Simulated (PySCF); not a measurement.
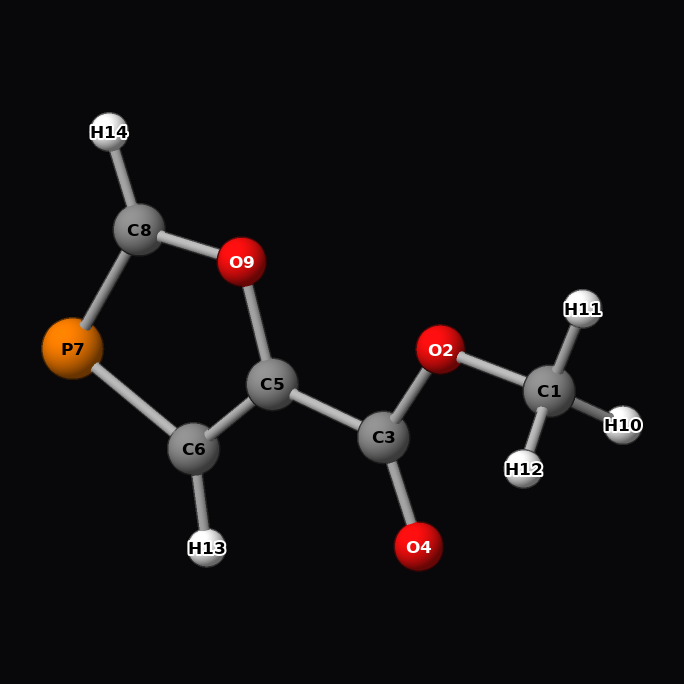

The questions are on isotropic NMR shieldings of the C atoms. The geometry was computed by an optimisation with GFN2-xTB. No frequency run is at hand to confirm it as a minimum. Level of theory: GIAO PBE0/pcSseg-1 NMR shielding, non-relativistic, gas phase (PySCF 2.14.0).

Give the isotropic NMR shieldings of the C atoms atom by atom.

```csv
atom,σ (ppm)
C1,133.1
C3,22.3
C5,27.9
C6,42.1
C8,−5.5
```

The geometry is semi-empirical. Around P such bond lengths and angles can be off by a tenth of an ångström or more and by several degrees, and values that hang on the shape move with them.
